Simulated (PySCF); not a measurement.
Consider C$_{5}$H$_{6}$SSi (SMILES C#CC(C#C)S[SiH3]).

Input file:

```
{"job": {"kind": "uv", "xc": "B3LYP", "basis": "def2-SVPD", "nstates": 8, "ntriplets": 3}, "charge": 0, "multiplicity": 1}
C     -1.067467     2.229489     0.429116
C     -0.921218     1.335700    -0.354099
C     -0.684926     0.244756    -1.269270
C     -1.190522    -1.002157    -0.746353
C     -1.562085    -2.045382    -0.291255
S      1.138201     0.099990    -1.664227
Si     2.002548    -0.291209     0.255594
H     -1.224331     3.023196     1.096617
H     -1.135747     0.459725    -2.243890
H     -1.914132    -2.957528     0.088609
H      3.407533    -0.434391    -0.083232
H      1.737071     0.851369     1.119875
H      1.410686    -1.513071     0.783540
```

Launched as:

```sh
OMP_NUM_THREADS=1 python probes_run.py task.json out
```

Geometry: GFN2-xTB.

Method: PySCF, B3LYP/def2-SVPD, SCF density, gas phase.

### What will maps of the electron density and electron localisation function show?

C–C (1.20 Å): ρ at the midpoint is about 2.7 e/Å³; the ELF peaks at about 0.80 between the atoms (a multiple bond).
C–H (1.05 Å): the density is about 2.1 e/Å³ at the midpoint; the ELF climbs to about 1 towards the hydrogen, as it does in any bond to H (an ordinary covalent bond to hydrogen).

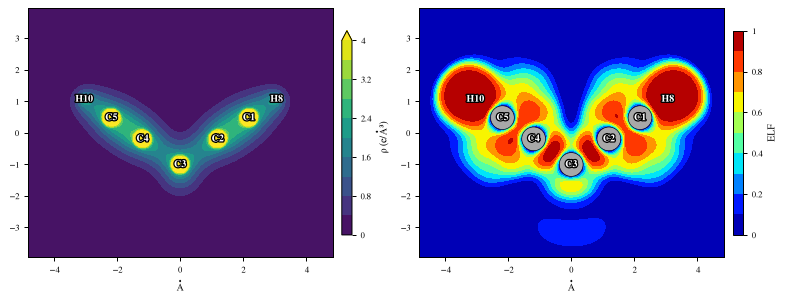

Computed electron density and electron localisation function on the plane of atoms C2, C3 and C4, in this order. Grey discs cover the atomic cores in the ELF map. 
